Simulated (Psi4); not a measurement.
**Run report: BH₂F (charge −1), excited-state calculation**

- system: BH₂F, charge −1, multiplicity 2, SMILES [BH2-]F
- method: TDA (HCTH/407)/6-311G*, UKS (Psi4 1.11)

The geometry comes from this level: GFN2-xTB.

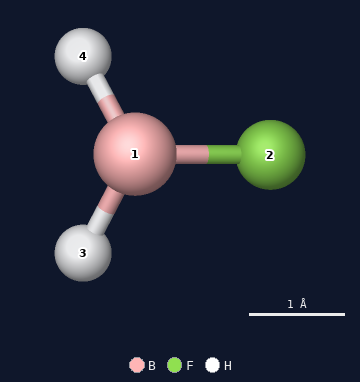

*The input geometry (ball-and-stick view, seen on its broad side; atoms are numbered from 1 in the order of the input).*

## Input file (run.py)
```python
import psi4

psi4.set_memory(1600000000)
psi4.set_num_threads(1)
psi4.core.set_output_file('run.log', False)

with open('bfh2.xyz') as f:
    atoms = ''.join(f.readlines()[2:])
molecule = psi4.geometry('-1 2\n' + atoms + 'symmetry c1\nno_reorient\nno_com')

psi4.set_options({
    'basis': '6-311G*',
    'reference': 'uks',
    'tdscf_states': 4,
    'tdscf_tda': True,
    'diis_max_vecs': 20,
})

energy_value = psi4.energy('td-hcth407', molecule=molecule)
print(f'td-hcth407 energy: {energy_value:.10f} Eh')
for k, v in sorted(psi4.core.scalar_variables().items()):
    print(f'{k:45s} {v:18.10f}')
```

## File bfh2.xyz
```
4
BFH2
B     -0.086340     0.304430     0.102380
F      1.031910    -0.468820     0.732960
H     -1.140340    -0.333670     0.256190
H      0.194760     0.498060    -1.091520
```

Command:
```bash
python run.py
```

## Output
```
=> Loading Basis Set <=

    Name: 6-311G*
    Role: ORBITAL
    Keyword: BASIS

         ---------------------------------------------------------
                                   SCF
                              UKS Reference
                        1 Threads,   1525 MiB Core
         ---------------------------------------------------------

  ==> Geometry <==

    Molecular point group: c1
    Full point group: C1

    Geometry (in Angstrom), charge = -1, multiplicity = 2:

       Center              X                  Y                   Z               Mass
    ------------   -----------------  -----------------  -----------------  -----------------
         B           -0.086340000000     0.304430000000     0.102380000000    11.009305360000
         F            1.031910000000    -0.468820000000     0.732960000000    18.998403162730
         H           -1.140340000000    -0.333670000000     0.256190000000     1.007825032230
         H            0.194760000000     0.498060000000    -1.091520000000     1.007825032230

  Running in c1 symmetry.

  Rotational constants: A =      5.14100  B =      0.46001  C =      0.44726 [cm^-1]
  Rotational constants: A = 154123.36824  B =  13790.82823  C =  13408.43310 [MHz]
  Nuclear repulsion =   24.681591575925811

  Charge       = -1
  Multiplicity = 2
  Electrons    = 17
  Nalpha       = 9
  Nbeta        = 8

  ==> Algorithm <==

  SCF Algorithm Type is DF.
  DIIS enabled.
  MOM disabled.
  Fractional occupation disabled.
  Guess Type is SAD.
  Energy threshold   = 1.00e-06
  Density threshold  = 1.00e-06
  Integral threshold = 1.00e-12

  ==> Primary Basis <==

  Basis Set: 6-311G*
    Blend: 6-311G*
    Number of shells: 22
    Number of basis functions: 42
    Number of Cartesian functions: 44
    Spherical Harmonics?: true
    Max angular momentum: 2

  ==> DFT Potential <==

   => LibXC <=

    Version 7.1.2

   => Composite Functional: HCTH407 <=

    HCTH407 GGA Exchange-Correlation Functional

    Deriv               =              1
    GGA                 =           TRUE
    Meta                =          FALSE

    Exchange Hybrid     =          FALSE
    MP2 Hybrid          =          FALSE

   => Exchange-Correlation Functionals <=

    1.0000         HCTH/407

   => LibXC Density Thresholds  <==

    XC_GGA_XC_HCTH_407:  1.00E-14

   => Molecular Quadrature <=

    Radial Scheme          =       TREUTLER
    Pruning Scheme         =           NONE
    Nuclear Scheme         =       TREUTLER

    Blocking Scheme        =         OCTREE
    BS radius alpha        =              1
    Pruning alpha          =              1
    Radial Points          =             75
    Spherical Points       =            302
    Total Points           =          87729
    Total Blocks           =            699
    Max Points             =            256
    Max Functions          =             42
    Weights Tolerance      =       1.00E-15

   => Loading Basis Set <=

    Name: (6-311G* AUX)
    Role: JKFIT
    Keyword: DF_BASIS_SCF

  ==> Integral Setup <==

  DFHelper Memory: AOs need 0.004 GiB; user supplied 1.024 GiB.
  SCF_SUBTYPE=INCORE selected. In-core MEM_DF algorithm will be used.
  Using in-core AOs.

  ==> MemDFJK: Density-Fitted J/K Matrices <==

    J tasked:                   Yes
    K tasked:                    No
    wK tasked:                   No
    Memory [MiB]:              1048
    Algorithm:                 Core
    Schwarz Cutoff:           1E-12
    Mask sparsity (%):       0.0000
    Fitting Condition:        1E-10

   => Auxiliary Basis Set <=

  Basis Set: (6-311G* AUX)
    Blend: CC-PVTZ-JKFIT
    Number of shells: 70
    Number of basis functions: 218
    Number of Cartesian functions: 262
    Spherical Harmonics?: true
    Max angular momentum: 4

  Cached 100.0% of DFT collocation blocks in 0.094 [GiB].

  Minimum eigenvalue in the overlap matrix is 1.5620074450E-02.
  Reciprocal condition number of the overlap matrix is 3.5186072313E-03.
    Using symmetric orthogonalization.

  ==> Pre-Iterations <==

  SCF Guess: Superposition of Atomic Densities via on-the-fly atomic UHF (no occupation information).

   -------------------------
    Irrep   Nso     Nmo
   -------------------------
     A         42      42
   -------------------------
    Total      42      42
   -------------------------

  ==> Iterations <==

                           Total Energy        Delta E     RMS |[F,P]|

   @DF-UKS iter SAD:  -125.34100288118830   -1.25341e+02   0.00000e+00
   @DF-UKS iter   1:  -125.72154989527527   -3.80547e-01   1.31590e-02 ADIIS/DIIS
   @DF-UKS iter   2:  -125.56541412919169    1.56136e-01   2.03690e-02 ADIIS/DIIS
   @DF-UKS iter   3:  -125.88070592885023   -3.15292e-01   4.77873e-03 ADIIS/DIIS
   @DF-UKS iter   4:  -125.89828511204564   -1.75792e-02   8.97680e-04 ADIIS/DIIS
   @DF-UKS iter   5:  -125.89900044696078   -7.15335e-04   2.08956e-04 ADIIS/DIIS
   @DF-UKS iter   6:  -125.89904582771459   -4.53808e-05   3.69851e-05 DIIS
   @DF-UKS iter   7:  -125.89904740571573   -1.57800e-06   1.03636e-05 DIIS
   @DF-UKS iter   8:  -125.89904751880781   -1.13092e-07   1.86953e-06 DIIS
   @DF-UKS iter   9:  -125.89904752496622   -6.15842e-09   5.02213e-07 DIIS
  Energy and wave function converged.

  ==> Post-Iterations <==

   Electrons on quadrature grid:
      Nalpha   =    9.0000014896 ; deviation = 1.490e-06
      Nbeta    =    8.0000009155 ; deviation = 9.155e-07
      Ntotal   =   17.0000024050 ; deviation = 2.405e-06

   @Spin Contamination Metric:   4.569132241E-03
   @S^2 Expected:                7.500000000E-01
   @S^2 Observed:                7.545691322E-01
   @S   Expected:                5.000000000E-01
   @S   Observed:                5.000000000E-01

    Orbital Energies [Eh]
    ---------------------

    Alpha Occupied:

       1A    -23.913806     2A     -6.269780     3A     -0.785837
       4A     -0.208958     5A     -0.111557     6A     -0.103325
       7A     -0.081848     8A     -0.008427     9A      0.120233

    Alpha Virtual:

      10A      0.273304    11A      0.298887    12A      0.317283
      13A      0.430003    14A      0.469570    15A      0.510701
      16A      0.580784    17A      0.663517    18A      0.707936
      19A      1.023807    20A      1.024077    21A      1.085761
      22A      1.162438    23A      1.278073    24A      1.306715
      25A      1.336974    26A      1.438762    27A      1.838915
      28A      1.945188    29A      2.066356    30A      2.177156
      31A      2.552023    32A      2.612281    33A      3.958706
      34A      3.962426    35A      4.067007    36A      4.073148
      37A      4.451017    38A      6.231597    39A      6.258252
      40A      6.332345    41A     14.232852    42A     66.765924

    Beta Occupied:

       1A    -23.911568     2A     -6.266201     3A     -0.780113
       4A     -0.191775     5A     -0.100328     6A     -0.096471
       7A     -0.067220     8A     -0.001335

    Beta Virtual:

       9A      0.180990    10A      0.272518    11A      0.300770
      12A      0.320623    13A      0.419764    14A      0.472980
      15A      0.529005    16A      0.598047    17A      0.679195
      18A      0.724842    19A      1.066969    20A      1.073973
      21A      1.114840    22A      1.219517    23A      1.303457
      24A      1.323869    25A      1.349170    26A      1.466038
      27A      1.837487    28A      1.995864    29A      2.078526
      30A      2.192945    31A      2.556246    32A      2.618894
      33A      3.966501    34A      3.970155    35A      4.075879
      36A      4.076560    37A      4.457920    38A      6.244542
      39A      6.262287    40A      6.337506    41A     14.240950
      42A     66.770101

    Final Occupation by Irrep:
              A
    DOCC [     8 ]
    SOCC [     1 ]
    NA   [     9 ]
    NB   [     8 ]

  @DF-UKS Final Energy:  -125.89904752496622

   => Energetics <=

    Nuclear Repulsion Energy =             24.6815915759258111
    One-Electron Energy =                -227.4535286841367281
    Two-Electron Energy =                  92.3531688778917186
    DFT Exchange-Correlation Energy =     -15.4802792946470138
    Empirical Dispersion Energy =           0.0000000000000000
    VV10 Nonlocal Energy =                  0.0000000000000000
    Total Energy =                       -125.8990475249662211

  UHF NO Occupations:
  HONO-2 :    7  A 1.9993633
  HONO-1 :    8  A 1.9988359
  HONO-0 :    9  A 1.0000000
  LUNO+0 :   10  A 0.0011641
  LUNO+1 :   11  A 0.0006367
  LUNO+2 :   12  A 0.0003381
  LUNO+3 :   13  A 0.0001305

Computation Completed

Properties will be evaluated at   0.000000,   0.000000,   0.000000 [a0]

Properties computed using the SCF density matrix

 Multipole Moments:

 ------------------------------------------------------------------------------------
     Multipole            Electronic (a.u.)      Nuclear  (a.u.)        Total (a.u.)
 ------------------------------------------------------------------------------------

 L = 1.  Multiply by 2.5417464519 to convert [e a0] to [Debye]
 Dipole X            :        -15.1507251           14.9475636           -0.2031615
 Dipole Y            :          4.5337080           -4.7863739           -0.2526659
 Dipole Z            :        -12.2117831           11.8546488           -0.3571343
 Magnitude           :                                                    0.4823480

 ------------------------------------------------------------------------------------

	total time  =          4 seconds =       0.07 minutes

******************************************************************************************
**********                               WARNING                                **********
**********       The names of excited state variables changed between 1.5       **********
**********     and 1.6. For a quick solution, remove the symmetry specifier     **********
**********   from the variable name. For full details, see 'Notes on Psivars'   **********
**********                        in the documentation.                         **********
******************************************************************************************

         ---------------------------------------------------------
                         TDSCF excitation energies
         ---------------------------------------------------------

  ==> Options <==

     Residual threshold  : 1.0000e-04
     Initial guess       : denominators
     Reference           : UHF
     Solver type         : TDA (Davidson)

  ==> Requested Excitations <==

      4 singlet states with A symmetry

  ==> Seeking the lowest 4 singlet states with A symmetry

                         Generalized Davidson Solver

  ==> Options <==

    Max number of iterations        = 60
    Eigenvector tolerance           = 1.0000e-04
    Max number of expansion vectors = 800

  => Iterations <=
                           Max[D[value]]     Max[|R|]   # vectors
  DavidsonSolver iter   1:   2.01180e-01  4.67942e-02     16
  DavidsonSolver iter   2:   1.69667e-03  9.20862e-03     20
  DavidsonSolver iter   3:   8.38300e-05  2.19490e-03     24
  DavidsonSolver iter   4:   3.92842e-06  2.54490e-04     28
  DavidsonSolver iter   5:   6.61455e-08  6.03797e-05     30      Converged

******************************************************************************************
**********                               WARNING                                **********
**********  Length-gauge rotatory strengths are **NOT** gauge-origin invariant  **********
******************************************************************************************

                                    Excitation Energy         Total Energy        Oscillator Strength             Rotatory Strength
     #   Sym: GS->ES (Trans)        au              eV              au          au (length)    au (velocity)    au (length)    au (velocity)
    ---- -------------------- --------------- --------------- --------------- --------------- --------------- --------------- ---------------
     1        A->A (1 A)       0.15365         4.18111        -125.74539       0.0361          0.0160         -0.0000          0.0000
     2        A->A (1 A)       0.17709         4.81898        -125.72195       0.0068          0.0400          0.0000          0.0000
     3        A->A (1 A)       0.18118         4.93017        -125.71787       0.0052          0.0004         -0.0000         -0.0000
     4        A->A (1 A)       0.19982         5.43747        -125.69922       0.0583          0.0274          0.0000          0.0000

Contributing excitations
Only contributions with abs(coeff) > 1.00e-01 will be printed:

Excited State    1 (1 A):   0.15365 au   296.53 nm f = 0.0361
Alpha orbitals:
  Sums of squares: Xssq =  9.965157e-01
      9a (a) ->  10a (a)    0.997477 (99.496%)
Beta orbitals:
  Sums of squares: Xssq =  3.484336e-03

Excited State    2 (1 A):   0.17709 au   257.28 nm f = 0.0068
Alpha orbitals:
  Sums of squares: Xssq =  9.965809e-01
      9a (a) ->  11a (a)    0.997860 (99.572%)
Beta orbitals:
  Sums of squares: Xssq =  3.419069e-03

Excited State    3 (1 A):   0.18118 au   251.48 nm f = 0.0052
Alpha orbitals:
  Sums of squares: Xssq =  4.134416e-02
      9a (a) ->  12a (a)    0.197258 ( 3.891%)
Beta orbitals:
  Sums of squares: Xssq =  9.586558e-01
      8a (b) ->   9a (b)   -0.978210 (95.689%)

Excited State    4 (1 A):   0.19982 au   228.02 nm f = 0.0583
Alpha orbitals:
  Sums of squares: Xssq =  9.565784e-01
      9a (a) ->  12a (a)   -0.976644 (95.383%)
Beta orbitals:
  Sums of squares: Xssq =  4.342156e-02
      8a (b) ->   9a (b)   -0.199334 ( 3.973%)

******************************************************************************************
**********                               WARNING                                **********
**********       The names of excited state variables changed between 1.5       **********
**********     and 1.6. For a quick solution, remove the symmetry specifier     **********
**********   from the variable name. For full details, see 'Notes on Psivars'   **********
**********                        in the documentation.                         **********
******************************************************************************************
```

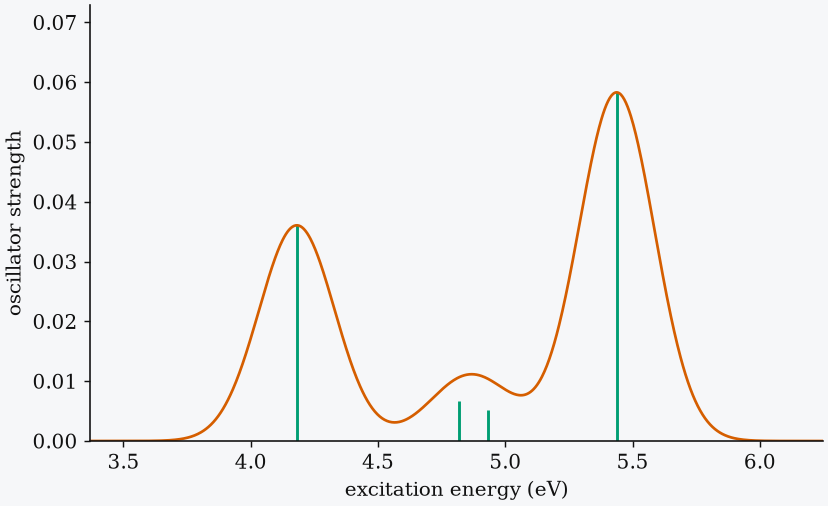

*Computed excitations as sticks (degenerate states added up, dark ones marked on the axis), with a Gaussian envelope of 0.35 eV full width at half maximum, scaled to the tallest.*

Of the 4 states the lowest lies at 4.18 eV (f = 0.036); the strongest line is at 5.44 eV, or 228 nm (f = 0.058).

## Key numbers

- outcome: converged
- total energy: −125.899048 hartree
- basis functions: 42
- ⟨S²⟩: 0.755
- lowest excitation: 4.18 eV
- hardware: 1 thread of Intel Xeon (Sapphire Rapids), 16 GiB of memory available, shared host
- wall time: 12 s
- peak memory: 0.3 GiB

## Notes

Settings chosen away from the usual ones: diis_max_vecs set to 20. The record of the run, not the program, notes: unbound anion.
